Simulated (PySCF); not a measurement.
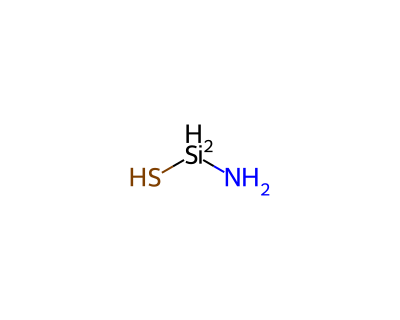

Write the SMILES.

Answer. N[SiH2]S

What is the molecular formula?

Answer. H5NSSi.

An optimisation with PBE0-D3(BJ)/def2-SVP gave a structure of which point group?

Answer. C1.

More results for the same structure follow; atom numbers are the same in all pictures, views and colours differ. The computed structure is the end point of a PBE0-D3(BJ)/def2-SVP optimisation. No frequency run is at hand to confirm it as a minimum.

Shape

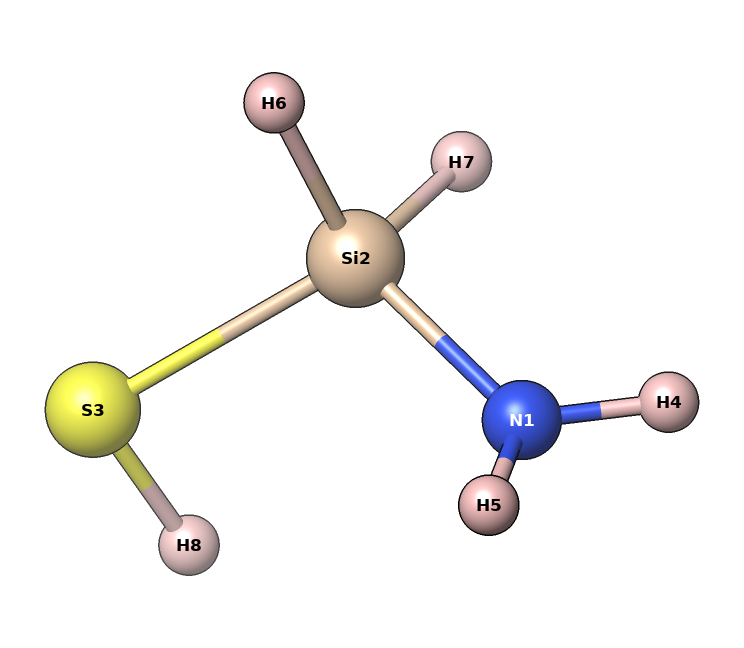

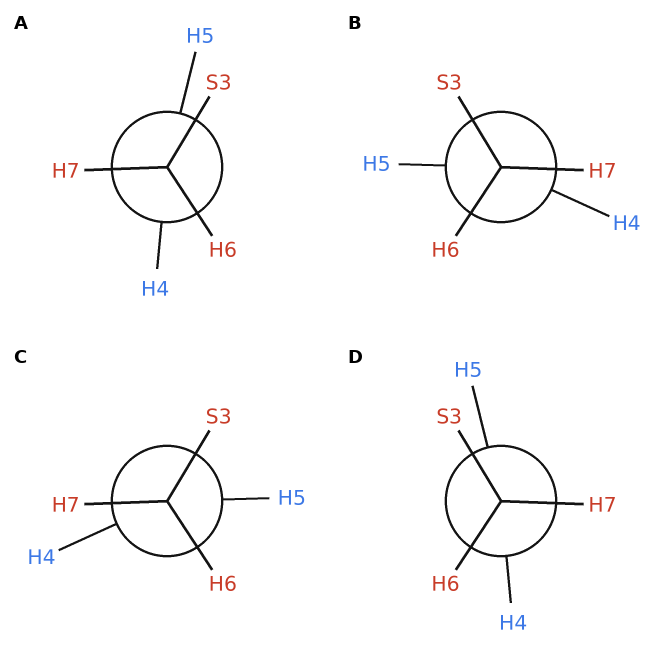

Depth is shown by fading: the farther an atom, the more it takes the colour of the background. Bonds that would overlap in a projection are set slightly apart. No frequency run is at hand to confirm it as a minimum.

Which Newman projection shows the view along Si2–N1, with Si2 in front?

Answer. B. The torsion angle S3–Si2–N1–H4 is 146°, anticlinal.

NMR shielding

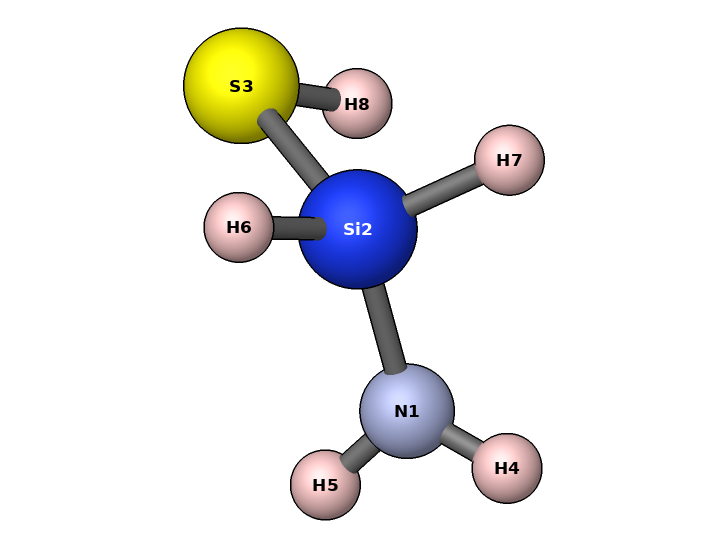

The questions are on isotropic NMR shieldings of the H atoms. No frequency run is at hand to confirm it as a minimum. Level of theory: GIAO BLYP/pcSseg-2 NMR shielding, non-relativistic, gas phase (PySCF 2.14.0).

Which H atom is the most shielded (lowest chemical shift)?

Answer. H8 (30.96 ppm).

Which H atom is the least shielded (highest chemical shift)?

Answer. H6 (25.87 ppm).

How wide is the range of H shifts?

Answer. 5.09 ppm.

Give the isotropic NMR shieldings of the H atoms atom by atom.

```
atom  σ (ppm)
  H4    30.44
  H5    30.91
  H6    25.87
  H7    26.04
  H8    30.96
```

Electronic properties

No frequency run is at hand to confirm it as a minimum. Properties computed with PBE0/6-31+G*, gas phase (PySCF 2.14.0). Excitations: vertical, linear response.

Computed properties:

- dipole moment: 2.51 D
- HOMO energy (Kohn–Sham orbital): −7.31 eV
- LUMO energy (Kohn–Sham orbital): −0.15 eV
- HOMO–LUMO gap: 7.17 eV
- mean static polarisability: 51.1 bohr³
- lowest vertical singlet excitation: 6.00 eV
- its oscillator strength: 0.039
- brightest of the 10 lowest singlets: 7.78 eV
- its oscillator strength: 0.06

Quadrupole coupling

No frequency run is at hand to confirm it as a minimum. Electric field gradients from the ground-state density, PBE0/aug-cc-pVDZ (PySCF 2.14.0), non-relativistic apart from any core potentials.

Give the largest field-gradient component, the quadrupole coupling constant and the asymmetry for 14N at N1 (Q = 20.44 mb), 33S at S3 (Q = −67.81 mb), 2H at H4 (Q = 2.86 mb), 2H at H5 (Q = 2.86 mb), 2H at H6 (Q = 2.86 mb), 2H at H7 (Q = 2.86 mb).

| atom | V_zz (a.u.) | e²qQ/h (MHz) | η |
| --- | --- | --- | --- |
| N1 | −0.878 | −4.22 | 0.27 |
| S3 | −1.774 | 28.3 | 0.85 |
| H4 | 0.408 | 0.274 | 0.16 |
| H5 | 0.405 | 0.272 | 0.15 |
| H6 | 0.151 | 0.102 | 0.01 |
| H7 | 0.154 | 0.104 | 0.03 |
